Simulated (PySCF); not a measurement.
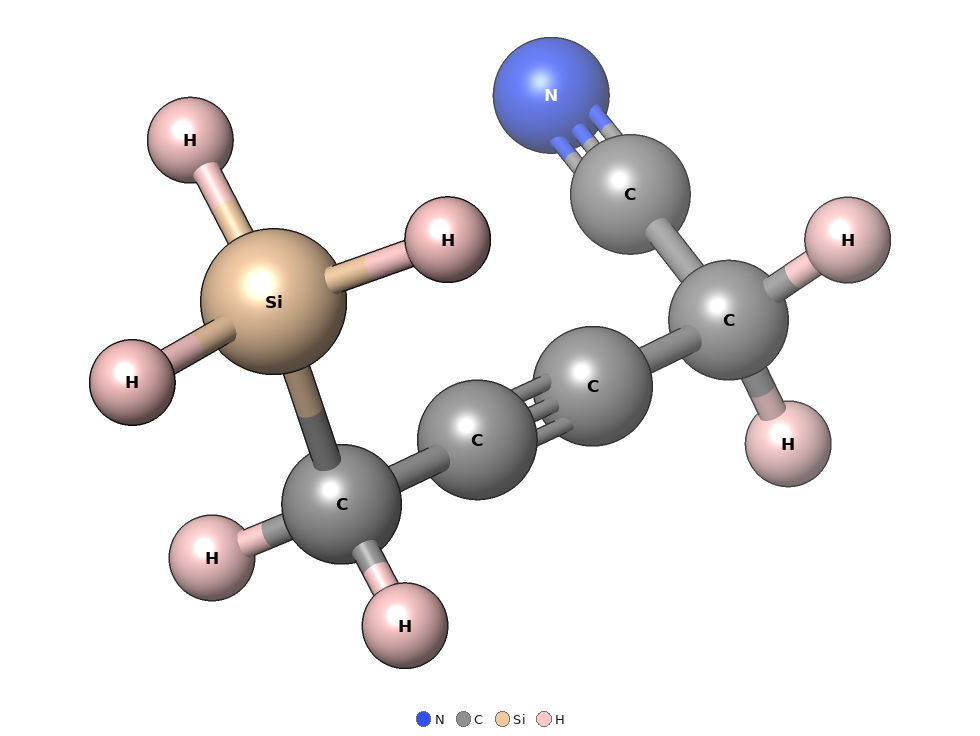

Orthographic view. Distant atoms are faded towards the background colour. Computed geometry: GFN2-xTB optimisation. No frequency run is at hand to confirm it as a minimum.

Question: Write the InChI string.

Answer: InChI=1S/C5H7NSi/c6-4-2-1-3-5-7/h2,5H2,7H3
